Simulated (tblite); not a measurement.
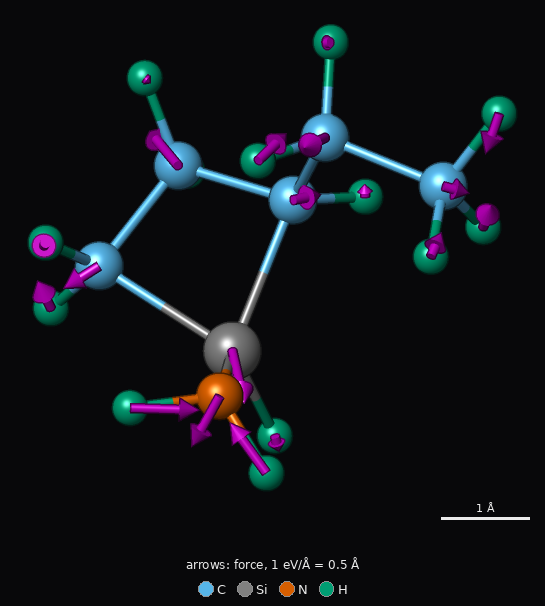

Starting geometry of C₅H₁₃NSi with the computed forces as purple arrows. The picture is a ball-and-stick view, seen at a tilt.

Computed with GFN2-xTB geometry optimisation, gas phase in tblite 0.8.0. 

What follows when this structure is relaxed?

Answer. It isn't relaxed: the largest force vector, on a C atom, is 1.88 eV/Å. The final displacements have little in common with the starting forces (cosine between the two patterns 0.29). After 99 geometry steps the energy has fallen by 14.5 kcal/mol. An H atom moves most after the best rigid fit: 0.68 Å. Largest moves by element: H 0.68 Å, Si 0.15 Å, C 0.11 Å, N 0.08 Å. Near-neighbour distances that change, for instance: H–N 1.055 → 1.008 Å, C–H 1.138 → 1.092 Å, C–Si 1.872 → 1.916 Å, C–Si 1.864 → 1.903 Å. Bond angles that change, for instance: Si–N–H 108.9° → 117.7°, H–C–H 115.1° → 107.5°, Si–C–H 112.1° → 118.2°. Groups turn about C–C by about 40°, N–Si by about 35°.
